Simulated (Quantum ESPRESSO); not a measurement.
SiO2 (Stishovite, P4_2/mnm), O K edge of atom 3, with 2 Si at 1.76 Å and 1 Si at 1.81 Å (distorted trigonal planar, site symmetry m2m). Method: Quantum ESPRESSO XSpectra, PBE, full core hole (charged cell), 12-atom cell with 5.0 Å between holes, 6×6×6 k points, dipole transitions, Lorentzian half width 0.3 eV up to 4 eV, rising linearly to 2.5 eV at 25 eV (counted from xe0, 2.3 eV below the zero used here).

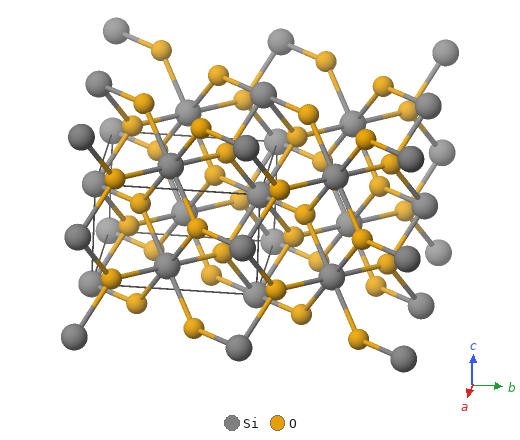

The structure (silicon grey, oxygen orange). 2×2×2 cells are drawn. Some periodic images of atoms are drawn too.

```xyz
6
Lattice="4.1773 0.0000 0.0000 0.0000 4.1773 0.0000 0.0000 0.0000 2.6652" Properties=species:S:1:pos:R:3 pbc="T T T"
Si    2.0886    2.0886    1.3326
Si    0.0000    0.0000    0.0000
O     3.3665    0.8108    1.3326
O     2.8995    2.8995    0.0000
O     0.8108    3.3665    1.3326
O     1.2778    1.2778    0.0000
```

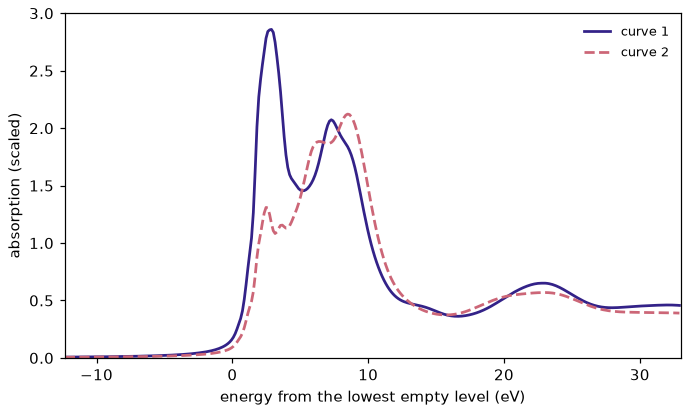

Energy from the lowest empty level; a common scale on which the isotropic spectrum has a mean of 1 over the first 20 eV.

The curves are for the electric vector along different Cartesian axes of the cell as given, averaged over the symmetry-equivalent atoms. Which is which?

Curve 1: along z (c), main maxima 2.9 eV (2.86), 7.3 eV (2.07) and 22.9 eV (0.65). Curve 2: along x (⊥ c) (the other in-plane axis gives the same curve within 3 %), main maxima 2.5 eV (1.31), 8.5 eV (2.12) and 23.0 eV (0.57). A K edge sees empty p states on the absorber. Each direction probes the empty orbitals that point along it. The holes are only 5.0 Å apart, so the shape is probably not converged with cell size; no larger cell was run here. Lifetime broadening is put in by hand, and intensities beyond about 20 eV depend on it and on the partial waves; weight that the partial waves miss at high energy is lost.

[Banner, clock and machine lines of the logs are left out without a mark of their own.]

[Logs are printed without paths, hosts, clocks, repeated set-up lines and the standing remarks that a program may print on its own settings, such as how far it seeks lower states.]

[Hosts, paths, dates, database ids (printed as entryN), source tags and the programs' standing remarks are cut or masked in the printed files.]

[Lists of maxima count a maximum above −3 eV only where it reaches 4 % of the highest in the window and stands out from its surroundings by 2 % of it (1.5 % where it reaches 55 %); shoulders and weaker maxima are passed over, and of the rest the first, up to two pre-edge ones and the few strongest are named.]
